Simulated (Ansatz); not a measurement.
# FGaH₅N···H₂O: what the fields show

Input

```
crystal:
  periodic: [false, false, false]
  atoms:
    - { symbol: Ga, position_ang: [-0.111307, -1.725558, -0.580897] }
    - { symbol: F, position_ang: [2.096602, -0.267751, 0.997662] }
    - { symbol: H, position_ang: [0.961946, -2.046002, -1.664125] }
    - { symbol: H, position_ang: [-0.52919, -2.547894, 0.675719] }
    - { symbol: H, position_ang: [-0.155734, 1.616866, 0.248358] }
    - { symbol: "N", position_ang: [-1.129001, -0.151437, -0.87906] }
    - { symbol: H, position_ang: [1.896254, 0.620525, 0.939795] }
    - { symbol: O, position_ang: [0.313977, 2.224229, 0.841245] }
    - { symbol: H, position_ang: [-1.155882, 0.238732, -1.817858] }
    - { symbol: H, position_ang: [-2.042678, -0.065502, -0.44197] }
    - { symbol: H, position_ang: [-0.144986, 2.103792, 1.681231] }
basis:
  gaussian: { orbitals: def2-SVP }
hamiltonian:
  xc: pbe0
  dispersion: d4
relax:
  f_tol: 0.03
  max_steps: 50
output:
  orbitals: {}
```

Run with:

```sh
ansatz run input.yaml --threads 2 --pin off --max-ram 3072MiB --backend cpu --events-out ev --progress --plain --runs-dir out
```

The fields are those of the relaxed geometry.

Computed with Ansatz, RKS PBE0-D4/def2-SVP.

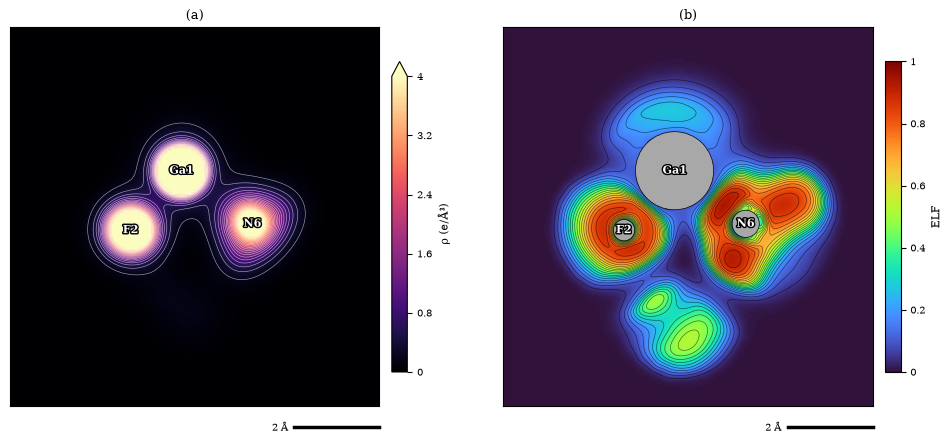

Figure 1. (a) electron density; (b) electron localisation function on the plane of atoms F2, Ga1 and N6. Grey discs cover the atomic cores in the ELF map.

Question: What does the map show?

Answer: Atoms in the plane: Ga, F and N.
Ga–F (1.83 Å): the density is about 0.68 e/Å³ at the midpoint; the ELF peaks at about 0.80 in the valence shell of F, 0.5 Å from its nucleus, and is about 0.15 at the midpoint.
Ga–N (2.08 Å): ρ is about 0.52 e/Å³ halfway; the ELF peaks at about 0.95 in the valence shell of N, 0.7 Å from its nucleus, and is about 0.35 at the midpoint.
The ELF also peaks beside F2, away from the bonds: lone-pair regions.

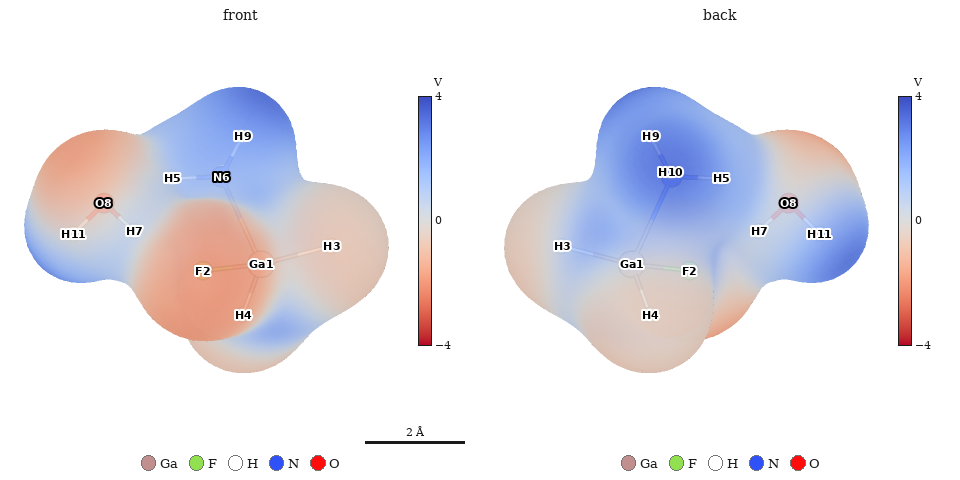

Figure 2. The electrostatic potential painted on the density surface at 0.004 e/bohr³, seen from the front and from behind; the colour scale runs from red (negative) to blue (positive).

Question: Describe the electrostatic potential map.

Answer: The most negative region (about −2.0 V) lies over F2, the most positive (about +3.2 V) over H9 and H10.

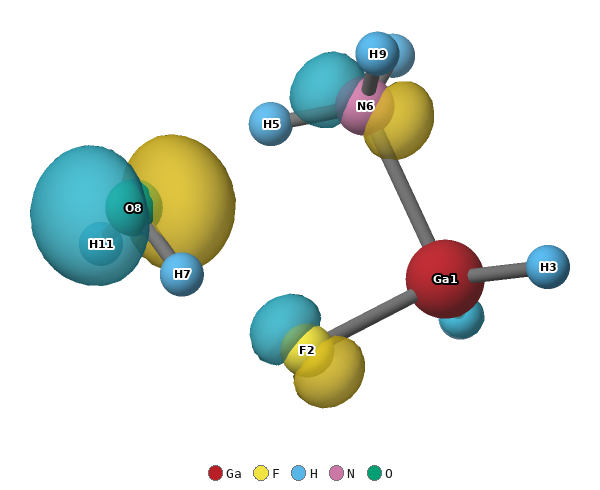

Figure 3. The HOMO−1 at ±0.2 Å⁻³ᐟ² (yellow and cyan are the two phases), seen across its widest extent.

Question: What is the character of this orbital?

Answer: Its weight (Hirshfeld) is mainly on O8 (about 60 %), N6 (about 10 %) and F2 (about 10 %). Its energy is −8.75 eV.
